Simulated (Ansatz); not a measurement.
## Electronic structure of CH6AlN···H2 in real space

The calculation's input:

```
crystal:
  periodic: [false, false, false]
  atoms:
    - { symbol: Al, position_ang: [0.0, 0.0, 0.0] }
    - { symbol: H, position_ang: [0.0, 0.0, 1.91] }
    - { symbol: H, position_ang: [1.351, 0.0, -0.78] }
    - { symbol: C, position_ang: [-1.706, 0.0, -0.985] }
    - { symbol: H, position_ang: [-2.2662, -0.9305, -0.7558] }
    - { symbol: H, position_ang: [-2.3102, 0.8797, -0.6796] }
    - { symbol: H, position_ang: [-1.5043, 0.0508, -2.0753] }
    - { symbol: "N", position_ang: [0.0928, -2.1047, 0.7] }
    - { symbol: H, position_ang: [-0.4256, -2.8627, 0.1705] }
    - { symbol: H, position_ang: [0.6555, -2.3517, 1.5637] }
    - { symbol: H, position_ang: [0.0453, -1.027, 1.8385] }
basis:
  gaussian: { orbitals: def2-SVP }
hamiltonian:
  xc: hf
relax:
  f_tol: 0.15
  max_steps: 25
  restrain:
    - { distance: [0, 7], at: 1.92, k: 30.0 }
    - { distance: [10, 1], at: 0.66, k: 30.0 }
    - { distance: [0, 1], at: 2.76, k: 30.0 }
    - { distance: [10, 7], at: 2.26, k: 30.0 }
output:
  orbitals: {}
```

Command:

```sh
ansatz run input.yaml --threads 1 --pin off --max-ram 2048MiB --backend cpu --events-out ev --progress --plain --runs-dir out
```

The fields are those of the run's last geometry, not of the input's.

Not at a stationary point (largest force 1.7 eV/Å).

The calculation used RHF/def2-SVP (Ansatz).

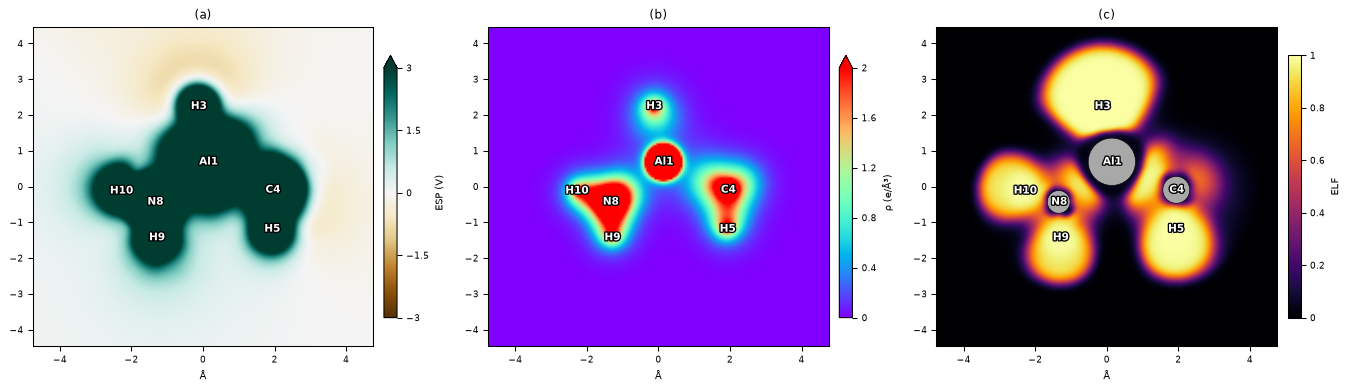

Figure 1. (a) molecular electrostatic potential; (b) total electron density; (c) electron localisation function on the plane of atoms H3, Al1 and N8. Grey discs cover the atomic cores in the ELF map.

Interpret the plot.

Answer. The plane passes through Al, H, C and N nuclei. Al–N (1.86 Å): ρ is about 0.72 e/Å³ halfway; the ELF peaks at about 0.95 between the atoms: a polar covalent bond. C–Al (1.96 Å): ρ is about 0.74 e/Å³ halfway; the ELF peaks at about 1 between the atoms: a polar covalent bond. N–H (1.00 Å): ρ at the midpoint is about 2.8 e/Å³; the ELF climbs to about 1 towards the hydrogen, as it does in any bond to H (a covalent bond by its length). C–H (1.09 Å): ρ at the midpoint is about 1.9 e/Å³; the ELF climbs to about 1 towards the hydrogen; a covalent bond by its length. Al–H (1.58 Å): ρ is about 0.54 e/Å³ halfway; the ELF climbs to about 1 towards the hydrogen. Outside the dense part of the complex the potential is most negative (−0.8 V) near H3.

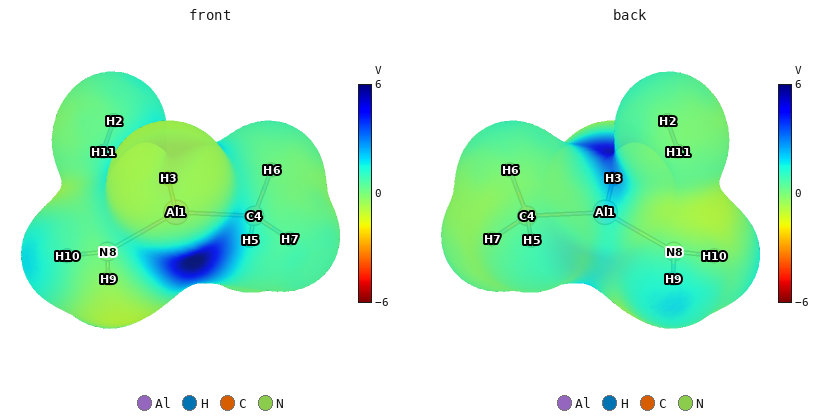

Figure 2. The electrostatic potential painted on the density surface at 0.004 e/bohr³, seen from the front and from behind; red is negative and blue positive.

Which sites attract a positive test charge, and which a negative one?

Answer. A positive charge is drawn to the negative regions and a negative charge to the positive ones. The most negative region (about −1.1 V, or −25 kcal/mol for a unit charge) lies over N8, the most positive (about +5.5 V, or +127 kcal/mol for a unit charge) over Al1. N8 is the likeliest acceptor of a hydrogen bond.

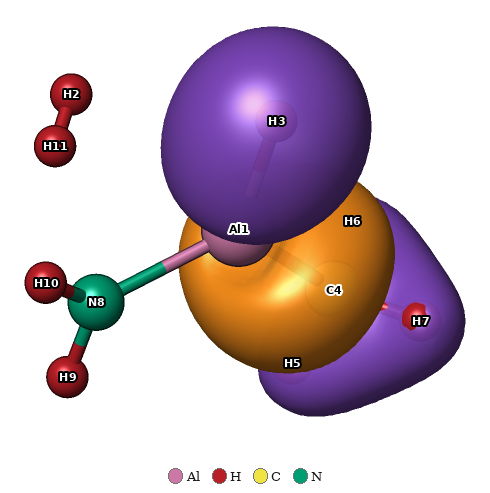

Figure 3. The HOMO−1 at ±0.1 Å⁻³ᐟ² (orange and purple are the two phases), seen at a tilt.

Where does this orbital lie, and at what energy?

Answer. Its weight (Hirshfeld) is mainly on C4 (about 40 %), Al1 (about 25 %) and H3 (about 20 %). Its energy is −11.10 eV.
